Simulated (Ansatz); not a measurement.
# CH₂GaO (doublet): what the fields show

The calculation's input:

```
crystal:
  periodic: [false, false, false]
  atoms:
    - {symbol: C, position_ang: [0.283253, 0.280444, 0.266842]}
    - {symbol: Ga, position_ang: [-1.497689, -2.033807, -0.878382]}
    - {symbol: O, position_ang: [-0.461864, -0.687121, -0.212991]}
    - {symbol: H, position_ang: [-0.113809, 1.301199, 0.294107]}
    - {symbol: H, position_ang: [1.291127, 0.052337, 0.630853]}
basis:
  gaussian:
    orbitals: def2-TZVPD
magnetization:
  spin_polarized: true
  initial_magnetization: 1
hamiltonian:
  xc: pbe0
output: {forces: true, orbitals: {seedname: orbitals}}
```

Run with:

```sh
ansatz run input.yaml --threads 1 --pin off --max-ram 2610MiB --events-out events.jsonl --progress --plain --runs-dir runs
```

Geometry: PBE0-D3(BJ)/def2-SVP.

These are results of isolated molecule in a Gaussian basis; Kohn-Sham density functional theory, functional PBE0 (Ansatz 0.2.0), not measurements.

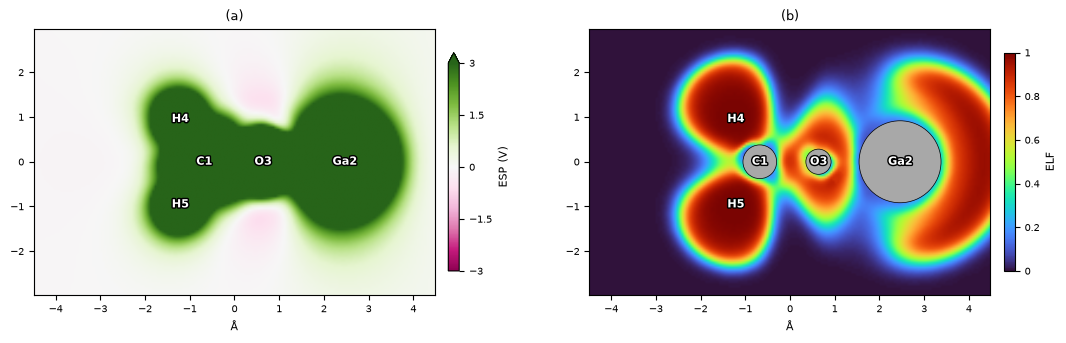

Figure 1. (a) electrostatic potential; (b) ELF on the molecular plane. Grey discs cover the atomic cores in the ELF map.

Describe what can be read from this map.

- The section cuts through C, Ga, O and H sites.
- C–O (1.31 Å): the ELF peaks at about 0.85 between the atoms; a polar covalent bond.
- Ga–O (1.82 Å): the ELF peaks at about 0.80 in the valence shell of O, 0.5 Å from its nucleus, and is about 0.15 at the midpoint.
- C–H (1.10 Å): the ELF climbs to about 1 towards the hydrogen, as it does in any bond to H (a covalent bond by its length).
- The ELF also peaks beside O3, away from the bonds: non-bonding electrons, paired or unpaired.
- Outside the dense part of the molecule the potential is most negative (−0.6 V) near O3.

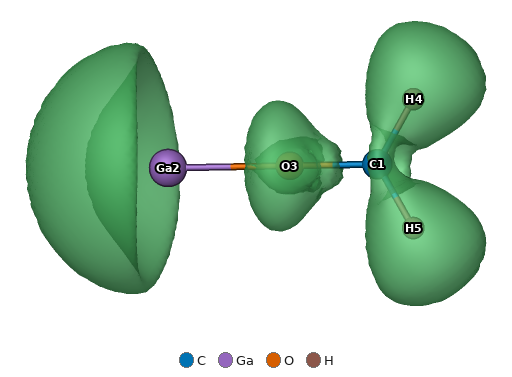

Figure 2. Isosurface of the ELF at 0.75 (green), seen at a tilt. Core shells and regions of very low density are left out.

Describe the localisation domains.

The ELF exceeds this value in one region on O in which the atom's valence shell and bonds are merged, one lobe on Ga, pointing away from the bonds (non-bonding electrons) and one joined region spread over several atoms (C, H), in which their bonds and any lone pairs are merged.

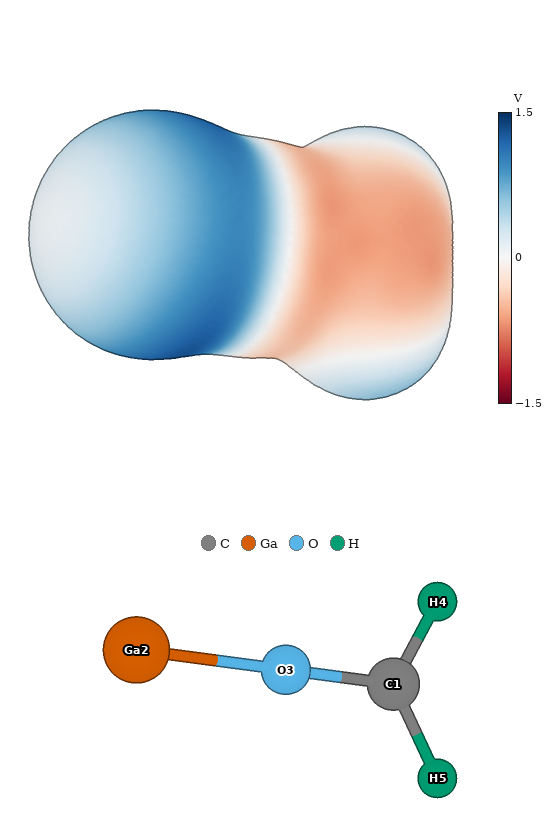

Figure 3. The electrostatic potential painted on the density surface at 0.002 e/bohr³, seen at a tilt; red is negative and blue positive. The bare structure is drawn below in the same view.

Where is the surface potential most negative and most positive?

The most negative region (about −0.6 V) lies over C1 and O3, the most positive (about +1.3 V) over Ga2.
